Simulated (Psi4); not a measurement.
# SiH4S (sulfanylsilane) at 4 levels

Aim: a comparison of 4 runs (HF/3-21G, HF-3c/MINIX, B3LYP/6-31G*, SCAN-D4/cc-pCVTZ) of SiH4S (sulfanylsilane). 

The results are computed with Psi4 1.11.

1 further run of the same task is left out (set aside as unsound or not needed).

**1. Starting point**

SiH4S: 6 atoms, total charge 0, spin state singlet. As SMILES, `[SiH3]S`. The coordinates come from a PBE0-D4/def2-TZVP relaxation.

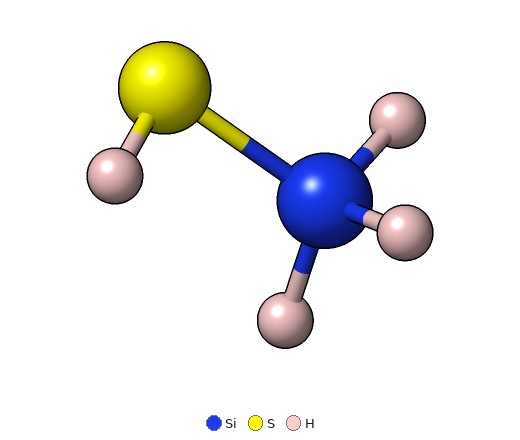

The structure, seen from a chosen angle (silicon blue, sulfur yellow, hydrogen pink).

**2. Energy and forces at HF/3-21G (run 1)**

The input, input.in:

```
memory 1600 MB

molecule mol {
  Si    -0.32087550    -0.49775386    -0.82392059
  S      1.71454851    -0.02381055     2.63201055
  H     -3.07987564    -0.14040665    -0.45655783
  H      0.20522426    -3.13373283    -1.61099152
  H      0.56653989     1.28728144    -2.79887336
  H      0.99418491     2.38729101     2.97121639
  units bohr
  symmetry c1
  no_reorient
  no_com
}

set {
  basis         3-21G
  puream        true
  e_convergence 1e-09
  d_convergence 1e-08
  scf_type      pk
}

e_tot, wfn = gradient("scf", return_wfn=True)
oeprop(wfn, "MULLIKEN_CHARGES", "QUADRUPOLE", "LOWDIN_CHARGES")
print_variables()
```

On the command line:

```console
psi4 -n 1 input.in input.out
```

input.out:

```text
[...]
  Running in c1 symmetry.
[...]
  Nuclear repulsion =   89.238634662862651
[...]
  Multiplicity = 1
[...]
  Nalpha       = 17
  Nbeta        = 17
[...]
    Number of basis functions: 34
[...]
   @RHF iter   1:  -685.24034010885714   -3.95652e-01   5.41235e-03 ADIIS/DIIS
[...]
   @RHF iter  10:  -685.27223258580955   -9.09495e-13   1.42291e-09 DIIS
[...]
    Orbital Energies [Eh]
    ---------------------
    Doubly Occupied:
       1A    -91.311590     2A    -68.328628     3A     -8.914341
       4A     -6.589053     5A     -6.587116     6A     -6.583907
       7A     -6.144365     8A     -4.240614     9A     -4.239250
      10A     -4.238871    11A     -0.998195    12A     -0.740087
      13A     -0.563340    14A     -0.516369    15A     -0.494289
      16A     -0.445328    17A     -0.384745
[...]
  @RHF Final Energy:  -685.27223258580955
   => Energetics <=
    Nuclear Repulsion Energy =             89.2386346628626512
    One-Electron Energy =               -1126.3815569038106332
    Two-Electron Energy =                 351.8706896551382783
    Total Energy =                       -685.2722325858096610
[...]
  -Total Gradient:
     Atom            X                  Y                   Z
    ------   -----------------  -----------------  -----------------
       1        0.016501638483     0.012170215568     0.033048740099
       2       -0.013143332873    -0.005741025901    -0.023941648587
       3       -0.001031820602    -0.000300920854    -0.000576218127
       4        0.000880182483    -0.001048100769     0.000735455425
       5       -0.000040848701     0.000086958122    -0.001197641925
       6       -0.003165818795    -0.005167126167    -0.008068686877
[...]
 Multipole Moments:
 ------------------------------------------------------------------------------------
     Multipole            Electronic (a.u.)      Nuclear  (a.u.)        Total (a.u.)
 ------------------------------------------------------------------------------------
 L = 1.  Multiply by 2.5417464519 to convert [e a0] to [Debye]
 Dipole X            :        -22.1504132           21.6265926           -0.5238206
 Dipole Y            :          7.3428324           -6.9490899            0.3937425
 Dipole Z            :        -29.2590084           28.6820742           -0.5769342
 Magnitude           :                                                    0.8730832
 L = 2.  Multiply by 1.3450342976 to convert [e a0^2] to [Debye ang]
 Quadrupole XX       :        -84.1639503           59.3134027          -24.8505476
 Quadrupole XY       :         -4.1408690            4.4748708            0.3340018
[...]
  Mulliken Charges: (a.u.)
   Center  Symbol    Alpha    Beta     Spin     Total
       1    SI     6.57796  6.57796  0.00000  0.84409
       2     S     8.22006  8.22006  0.00000 -0.44011
       3     H     0.58298  0.58298  0.00000 -0.16596
       4     H     0.57609  0.57609  0.00000 -0.15217
       5     H     0.58298  0.58298  0.00000 -0.16596
       6     H     0.45994  0.45994  0.00000  0.08012
   Total alpha = 17.00000, Total beta = 17.00000, Total charge =  0.00000
  Lowdin Charges: (a.u.)
   Center  Symbol    Alpha    Beta     Spin     Total
[...]
```

Run time: 1.5 s. Hardware: 1 thread of INTEL XEON PLATINUM 8581C at 2.10GHz (Emerald Rapids), shared host; peak memory 0.18 GiB.

**3. A single-point energy at HF-3c/MINIX (density fitting) (run 2)**

The input, h4ssi.inp:

```
memory 1.6 GB

molecule system {
  0 1
  Si
  S 1 R2
  H 1 R3 2 A3
  H 1 R4 3 A4 2 D4
  H 1 R5 4 A5 3 D5
  H 2 R6 1 A6 4 D6

  R2 = 2.137184
  R3 = 1.484975
  A3 = 111.62558
  R4 = 1.482135
  A4 = 109.95689
  D4 = 115.92603
  R5 = 1.484933
  A5 = 109.9684
  D5 = -119.76762
  R6 = 1.343672
  A6 = 94.74753
  D6 = 179.90006
  symmetry c1
  no_reorient
  no_com
}

set orbital_optimizer_package ooo

result, w = energy("hf-3c", return_wfn=True)
```

On the command line:

```console
psi4 -n 1 h4ssi.inp h4ssi.out
```

h4ssi.out:

```text
[...]
  Running in c1 symmetry.
[...]
  Nuclear repulsion =   89.238630159350436
[...]
  Multiplicity = 1
[...]
  Nalpha       = 17
  Nbeta        = 17
[...]
    Number of basis functions: 32
[...]
   @DF-RHF iter   1:  -685.31076406965337   -6.85311e+02   5.79448e-03 ADIIS+DIIS
[...]
   @DF-RHF iter   7:  -685.34359659851657   -8.51981e-09   6.16604e-07 Converged
[...]
    Orbital Energies [Eh]
    ---------------------
    Doubly Occupied:
       1A    -91.272103     2A    -68.331140     3A     -8.891339
       4A     -6.540639     5A     -6.539409     6A     -6.537014
       7A     -6.126225     8A     -4.202896     9A     -4.201913
      10A     -4.201566    11A     -0.960467    12A     -0.709581
      13A     -0.549035    14A     -0.498604    15A     -0.480185
      16A     -0.436524    17A     -0.368455
[...]
  @DF-RHF Final Energy:  -685.31835588955937
   => Energetics <=
    Nuclear Repulsion Energy =             89.2386301593504356
    One-Electron Energy =               -1127.4702579421693827
    Two-Electron Energy =                 352.8880311843031450
    Total Energy =                       -685.3183558895593706
[...]
 Multipole Moments:
 ------------------------------------------------------------------------------------
     Multipole            Electronic (a.u.)      Nuclear  (a.u.)        Total (a.u.)
 ------------------------------------------------------------------------------------
 L = 1.  Multiply by 2.5417464519 to convert [e a0] to [Debye]
 Dipole X            :         -0.6160348            0.9569354            0.3409005
 Dipole Y            :         -0.3398977            0.5281782            0.1882804
 Dipole Z            :          2.8407433           -3.3201100           -0.4793668
 Magnitude           :                                                    0.6176206
[...]
```

It took 2.5 s on 1 thread of INTEL XEON PLATINUM 8581C at 2.10GHz (Emerald Rapids), shared host; peak memory 0.17 GiB.

Run 3 isn't shown in full; the table further down has it.

**4. The energy at SCAN-D4/cc-pCVTZ (density fitting) (run 4)**

The input, run.py:

```python
import psi4

psi4.set_memory('1600 MB')
psi4.set_num_threads(1)
psi4.core.set_output_file('h4ssi.out', False)

molecule = psi4.geometry("""
Si
S 1 2.137184
H 1 1.484975 2 111.62558
H 1 1.482135 3 109.95689 2 115.92603
H 1 1.484933 4 109.9684 3 -119.76762
H 2 1.343672 1 94.74753 4 179.90006
units angstrom
""")

options = {'basis': 'cc-pCVTZ', 'reference': 'rks', 'scf_type': 'mem_df', 'print': 2}
psi4.set_options(options)

energy_value, wavefunction = psi4.energy('SCAN-D4', return_wfn=True)
print(f'SCAN-D4 energy: {energy_value:.10f} Eh')
for k, v in sorted(psi4.core.scalar_variables().items()):
    print(f'{k:45s} {v:18.10f}')
```

On the command line:

```console
python run.py
```

h4ssi.out:

```text
[...]
  Running in c1 symmetry.
[...]
  Nuclear repulsion =   89.238630159350436
[...]
  Multiplicity = 1
[...]
  Nalpha       = 17
  Nbeta        = 17
[...]
   @DF-RKS iter   1:  -690.09172361861613   -2.21674e-01   3.26817e-03 DIIS/ADIIS
[...]
   @DF-RKS iter   8:  -690.18475025014800   -9.45050e-08   9.50167e-07 DIIS
[...]
    Orbital Energies [Eh]
    ---------------------
    Doubly Occupied:
       1A    -88.510492     2A    -65.837559     3A     -7.868132
       4A     -5.810993     5A     -5.807668     6A     -5.802467
       7A     -5.226323     8A     -3.566047     9A     -3.564327
      10A     -3.564071    11A     -0.702703    12A     -0.506811
      13A     -0.396381    14A     -0.339192    15A     -0.330591
      16A     -0.310058    17A     -0.241791
[...]
  @DF-RKS Final Energy:  -690.18475025014800
   => Energetics <=
    Nuclear Repulsion Energy =             89.2386301593504356
    One-Electron Energy =               -1131.4646282612684445
    Two-Electron Energy =                 400.1900307410023743
    DFT Exchange-Correlation Energy =     -48.1483442055273585
    Empirical Dispersion Energy =          -0.0004386837049048
    VV10 Nonlocal Energy =                  0.0000000000000000
    Total Energy =                       -690.1847502501479994
[...]
 Multipole Moments:
 ------------------------------------------------------------------------------------
     Multipole            Electronic (a.u.)      Nuclear  (a.u.)        Total (a.u.)
 ------------------------------------------------------------------------------------
 L = 1.  Multiply by 2.5417464519 to convert [e a0] to [Debye]
 Dipole X            :         -0.6746001            0.9569354            0.2823352
 Dipole Y            :         -0.3722928            0.5281782            0.1558853
 Dipole Z            :          3.0866878           -3.3201100           -0.2334222
 Magnitude           :                                                    0.3981198
[...]
```

On the terminal:

```text
SCAN-D4 energy: -690.1847502501 Eh
CURRENT ENERGY                                   -690.1847502501
CURRENT REFERENCE ENERGY                         -690.1847502501
DD SOLVATION ENERGY                                 0.0000000000
DFT FUNCTIONAL TOTAL ENERGY                      -690.1843115664
DFT TOTAL ENERGY                                 -690.1847502501
DFT VV10 ENERGY                                     0.0000000000
DFT XC ENERGY                                     -48.1483442055
DISPERSION CORRECTION ENERGY                       -0.0004386837
GRID ELECTRONS ALPHA                               17.0000021123
GRID ELECTRONS BETA                                17.0000021123
GRID ELECTRONS TOTAL                               34.0000042245
NUCLEAR REPULSION ENERGY                           89.2386301594
ONE-ELECTRON ENERGY                             -1131.4646282613
PCM POLARIZATION ENERGY                             0.0000000000
PE ENERGY                                           0.0000000000
SCAN-D4(BJ,EEQ)ATM DISPERSION CORRECTION ENERGY      -0.0004386837
SCF ITERATION ENERGY                             -690.1847502501
SCF ITERATIONS                                      8.0000000000
SCF TOTAL ENERGY                                 -690.1847502501
TWO-ELECTRON ENERGY                               400.1900307410
XC GRID RADIAL POINTS                              75.0000000000
XC GRID SPHERICAL POINTS                          302.0000000000
XC GRID TOTAL POINTS                           130122.0000000000
```

Wall time 16 s (1 thread of INTEL XEON PLATINUM 8581C at 2.10GHz (Emerald Rapids), shared host); peak memory 0.96 GiB.

**5. All runs side by side**

```
run                               level      task  integrals  energy (Eh)  dipole moment (D)  HOMO energy (eV)  LUMO energy (eV)  wall time
  1                            HF/3-21G  gradient         pk  -685.272233               2.22            -10.47              3.26      1.5 s
  2       HF-3c/MINIX (density fitting)    energy         df  -685.318356               1.57            -10.03              6.36      2.5 s
  3  B3LYP/6-31G* (spherical functions)    energy         pk  -690.098958               1.40             -7.14              0.00        6 s
  4  SCAN-D4/cc-pCVTZ (density fitting)    energy     mem_df  -690.184750               1.01             -6.58             -0.35       16 s
```

**6. Summary of results**

| quantity | value |
| --- | --- |
| run 4: total energy | -690.18475 Eh |
| run 4: dipole moment | 1.01 D |
| run 4: HOMO energy | -6.58 eV |
| run 4: LUMO energy | -0.35 eV |
| run 4: HOMO–LUMO gap | 6.23 eV |
| run 4: dispersion energy | -1.15 kJ/mol |

The dipole moment (its size) runs from 1.01 D (SCAN-D4/cc-pCVTZ) to 2.22 D (HF/3-21G). The two ends differ in method and basis. The HOMO–LUMO gap runs from 6.23 eV (SCAN-D4/cc-pCVTZ) to 16.39 eV (HF-3c/MINIX). Totals of different functionals can't be ranked against each other. In run 2 the basis is minimal, so the values are rough. All runs together took 26 s, the longest 16 s.
